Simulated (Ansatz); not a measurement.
# Phonon calculation of CBrCl₃

The run: phonon calculation of CBrCl₃. Method and program: RKS PBE0-D4/def2-TZVP (Ansatz 0.2.0).

The geometry comes from this level: PBE0-D4/def2-TZVP. Figures and captions count atoms from 1; the log counts them from 0 in places.

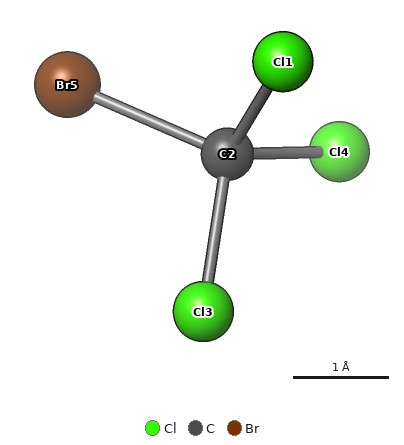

The structure as given in the input (ball-and-stick view, seen at a tilt; atoms are numbered from 1 in the order of the input). Bond lengths as drawn: Br–C 1.94 Å and C–Cl 1.76 Å.

Key numbers

```tsv
quantity	value
outcome	converged
total energy	−108630.6974 eV
mean-field energy	−108630.4911 eV
dispersion energy	−0.2063 eV
largest force (length of the vector)	under 0.001 eV/Å
dipole moment	0.01 D
hardware	4 threads of Arm Neoverse V1, 23 GiB of memory available, shared host
wall time	61 s (CPU time 3.9 min)
peak memory	0.66 GiB
```

The input
```yaml
crystal:
  periodic: [false, false, false]
  atoms:
    - {symbol: Cl, position_ang: [0.197298, -0.509097, 1.684017]}
    - {symbol: C, position_ang: [-0.014565, -0.046239, 0.000244]}
    - {symbol: Cl, position_ang: [-1.685386, 0.428194, -0.278117]}
    - {symbol: Cl, position_ang: [0.398407, -1.400887, -1.043115]}
    - {symbol: Br, position_ang: [1.154145, 1.454428, -0.404328]}
basis:
  gaussian: {orbitals: def2-TZVP}
hamiltonian: {xc: pbe0, dispersion: d4}
phonons: {temperatures: {t_min: 298.15, t_max: 900, t_step: 200}}
```

Launched with:
```bash
ansatz run in.yaml --threads 4 --pin off --events-out ev --progress --plain --max-ram 10444MiB
```

The program's output
```
Functional definition: PBE0
  name "PBE0"
  cite "Adamo & Barone, J. Chem. Phys. 110, 6158 (1999) doi:10.1063/1.478522"
  cite "Perdew, Burke & Ernzerhof, Phys. Rev. Lett. 77, 3865 (1996) doi:10.1103/PhysRevLett.77.3865"
  parent pbe
  parameter a = 0.25
  parameter kappa = 0.804
  parameter beta = 0.06672455060314922
  exchange = (1 - a)*pbe_x(kappa = kappa, mu = beta*pi^2/3) + a*exact_x
  correlation = pbe_c(beta = beta)
1397 factors; their error is unknown
mean field evaluation 1: about -108629.7179 eV, gradient 1.1e1 eV
mean field evaluation 2: about -108629.8449 eV, gradient 7.9e0 eV
mean field evaluation 4: about -108629.9393 eV, gradient 1.7e0 eV
mean field evaluation 8: about -108629.9467 eV, gradient 8.8e-2 eV
mean field evaluation 16: about -108630.4910 eV, gradient 1.2e-4 eV
mean field -108630.49102968 eV, -3992.0969129493 hartree, gradient 2.8e-5 eV, S^2 0.000000; 0 other end points of the search recorded, 0 dependent functions left out
the calculation of the forces begins
reference -108630.49105528 eV, -3992.0969138902 hartree; 46, 46 occupied and 144, 144 virtual orbitals, 1397 factors
these checks for a lower state are left out or cut short: stability, starts, cluster_reference, orbital_swaps, neighbouring_geometries, increment
1397 factors; their error is unknown
mean field -108630.49101131 eV, -3992.0969122742 hartree, gradient 1.4e-6 eV, S^2 0.000000; 0 other end points of the search recorded, 0 dependent functions left out
[... from here on the field's lines of each further geometry are left out, up to the last ...]
the calculation of the forces begins
reference -108630.49103933 eV, -3992.0969133039 hartree; 46, 46 occupied and 144, 144 virtual orbitals, 1397 factors
these checks for a lower state are left out or cut short: stability, starts, cluster_reference, orbital_swaps, neighbouring_geometries, increment
1397 factors; their error is unknown
mean field -108630.49102651 eV, -3992.0969128327 hartree, gradient 1.4e-6 eV, S^2 0.000000; 0 other end points of the search recorded, 0 dependent functions left out
the calculation of the forces begins
reference -108630.49105211 eV, -3992.0969137736 hartree; 46, 46 occupied and 144, 144 virtual orbitals, 1397 factors
Total energy: -108630.69738345 eV, -3992.1044963103 hartree
Atom 0 at     0.197298    -0.509097     1.684017 Å, force     0.000076     0.000067     0.000048 eV/Å
Atom 1 at    -0.014565    -0.046239     0.000244 Å, force    -0.000030    -0.000045     0.000025 eV/Å
Atom 2 at    -1.685386     0.428194    -0.278117 Å, force    -0.000005     0.000110    -0.000039 eV/Å
Atom 3 at     0.398407    -1.400887    -1.043115 Å, force     0.000086     0.000030    -0.000073 eV/Å
Atom 4 at     1.154145     1.454428    -0.404328 Å, force    -0.000127    -0.000162     0.000039 eV/Å
Dipole moment:    -0.000922    -0.001185     0.000322 e Å
Vibrations: 189.96 189.97 249.35 296.84 296.84 432.94 730.32 787.85 787.90 cm⁻¹, zero-point energy 0.245611 eV
```

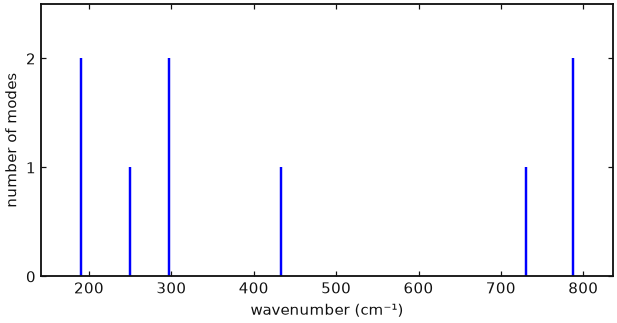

Harmonic vibrational wavenumbers from the force constants; neighbouring modes closer than 3 cm⁻¹ are counted in one stick. 9 modes from 190 to 788 cm⁻¹, none imaginary.

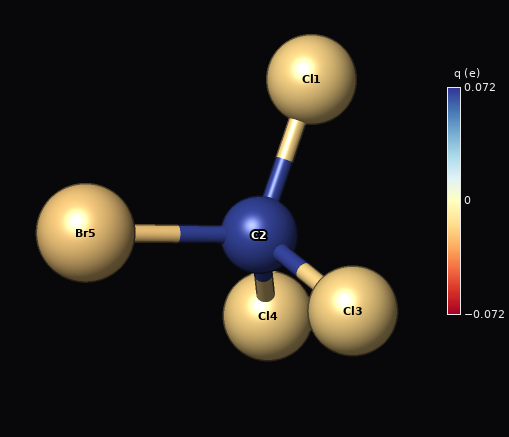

Mulliken charges, as the colour of each atom (ball-and-stick view, seen at a tilt; atoms are numbered from 1 in the order of the input). By element: Cl −0.02, C +0.07 and Br −0.02 e.
